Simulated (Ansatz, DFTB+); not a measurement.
## Abstraction of H: C3H4 + C2H → C3H3 + C2H2

Species: C3H4 (cyclopropene) `C1=CC1`, singlet; C2H `[C]#C`, doublet; C3H3 (cyclopropenyl radical) `[CH]1C=C1`, doublet; C2H2 `C#C`, singlet. A radical takes H: the energy is the difference in strength between two C–H bonds in different surroundings.

Shapes, held fixed at every level: PBE0-D4/def2-TZVP. Programs: Ansatz 0.2.0, DFTB+ 25.1. The zero-point and thermal change to 298 K, harmonic and unscaled (PBE0-D4/def2-TZVP), is -3.8 kJ/mol.

```
                level                    kind  ΔH(298 K) (kJ/mol)
         DFTB3-D3(BJ)          semi-empirical              -124.0
        HF/def2-TZVPP            Hartree–Fock              -113.5
     SPW92/def2-TZVPP                     LDA              -157.5
    PBE-D4/def2-TZVPP                     GGA              -150.3
 r2SCAN-D4/def2-TZVPP                meta-GGA              -147.3
r2SCAN0-D4/def2-TZVPP           global hybrid              -146.2
   wB97M-V/def2-TZVPP  range-separated hybrid              -153.2
   wB97X-V/def2-TZVPP  range-separated hybrid              -154.7
    B2PLYP/def2-TZVPP           double hybrid              -152.9
```

B2PLYP/def2-TZVPP gives ΔH(298 K) = -152.9 kJ/mol; the levels span -157.5 to -113.5. The median of the levels is -150.3. No measured value is set beside it here. Spin contamination: C2H (⟨S²⟩ up to 1.11). Open shells run unrestricted.

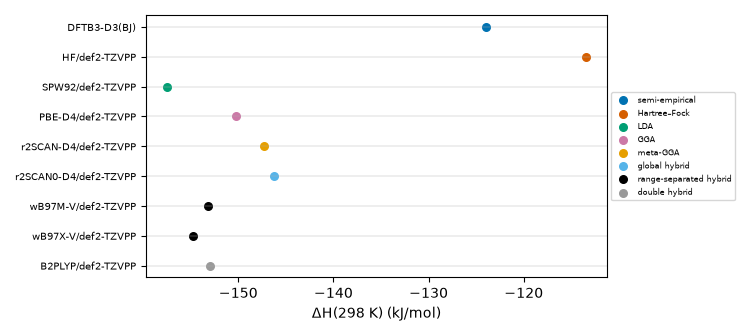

The values of the table, level by level.
